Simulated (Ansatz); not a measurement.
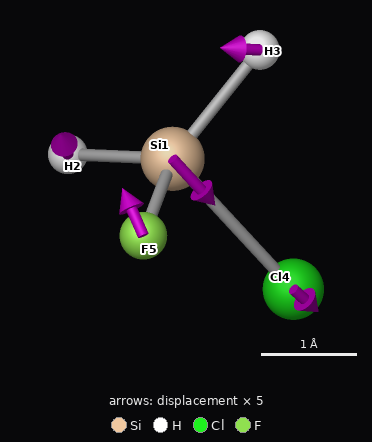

This is a relaxation of SiH₂ClF. The starting structure is drawn; purple arrows show the displacements, 5 times their true length. The two geometries are superimposed by the best rigid fit.

Style: ball-and-stick. Shown from a free direction.

It is one of the separated products of a reaction.

Theory: RKS PBE0-D4/def2-TZVP (Ansatz 0.2.0).

Input
```yaml
crystal:
  periodic: [false, false, false]
  atoms:
    - {symbol: Si, position_ang: [-0.984979, 0.083706, -0.180197]}
    - {symbol: H, position_ang: [-0.552470, -0.426907, -1.494429]}
    - {symbol: H, position_ang: [-1.039565, -0.819175, 0.984637]}
    - {symbol: Cl, position_ang: [-3.035988, 0.335268, -0.543281]}
    - {symbol: F, position_ang: [-0.580253, 1.603721, 0.139832]}
basis:
  gaussian: {orbitals: def2-TZVP}
hamiltonian: {xc: pbe0, dispersion: d4}
relax: {f_tol: 0.005, max_steps: 200}
```

Command:
```bash
ansatz run in.yaml --threads 4 --pin off --events-out ev --progress --plain --max-ram 9574MiB
```

What did the optimiser do to the structure, and how much energy did it gain?

Answer. The atom that moves furthest after the best rigid fit is Si1 (0.15 Å). By element the largest moves are Si 0.15 Å, F 0.11 Å, H 0.10 Å, Cl 0.09 Å. Near-neighbour distances that change, for instance: Si1–Cl4 2.098 → 2.036 Å, Si1–F5 1.605 → 1.589 Å. Among the angles between lasting bonds that change: Cl4–Si1–F5 99.6° → 108.8°, H2–Si1–Cl4 100.0° → 108.8°, H2–Si1–F5 115.6° → 108.3°. The energy falls by 0.304 eV in 6 geometry steps. Largest force component: 2.5 eV/Å at the start, 0.00042 eV/Å at the end. The run took 7 s on 4 threads of Arm Neoverse V1 (shared host).
